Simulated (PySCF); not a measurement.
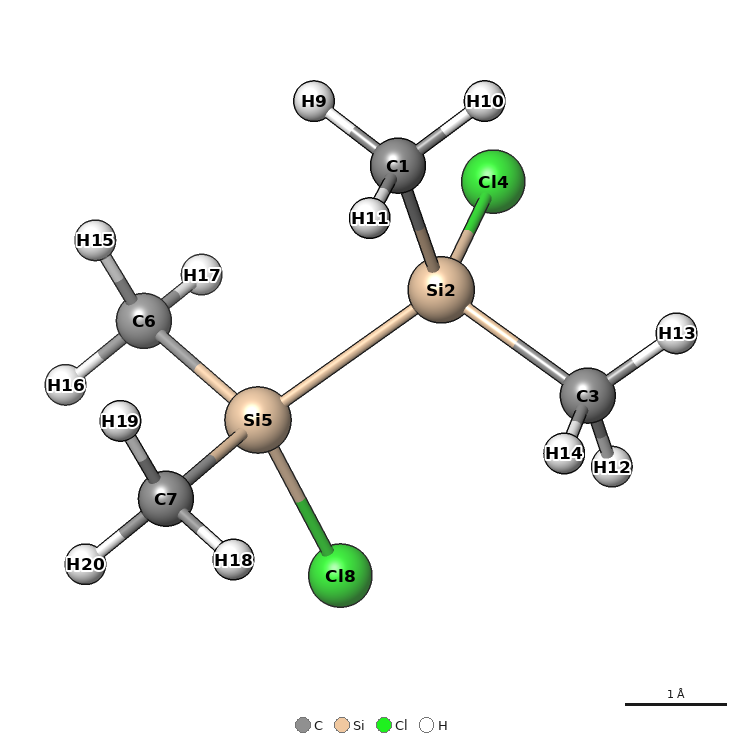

The geometry was computed by an optimisation with PBE0-D3(BJ)/def2-SVP. No frequency run is at hand to confirm it as a minimum.

> Describe the coordination of atom 5.

Si5 has 4 neighbours (Si2 at 2.34, C6 at 1.87, C7 at 1.87, Cl8 at 2.10 Å); the arrangement is tetrahedral.

> How are the neighbours of atom 1 arranged?

C1 has 4 neighbours (Si2 at 1.88, H9 at 1.10, H10 at 1.10, H11 at 1.10 Å); the arrangement is tetrahedral.

> How are the neighbours of atom 7 arranged?

C7 has 4 neighbours (Si5 at 1.87, H18 at 1.10, H19 at 1.10, H20 at 1.10 Å); the arrangement is tetrahedral.

> What is the geometry at Si2?

Si2 has 4 neighbours (C1 at 1.88, C3 at 1.87, Cl4 at 2.10, Si5 at 2.34 Å); the arrangement is tetrahedral.

> What is the dihedral angle Cl4–Si2–Si5–Cl8?

76° in size, that is gauche.
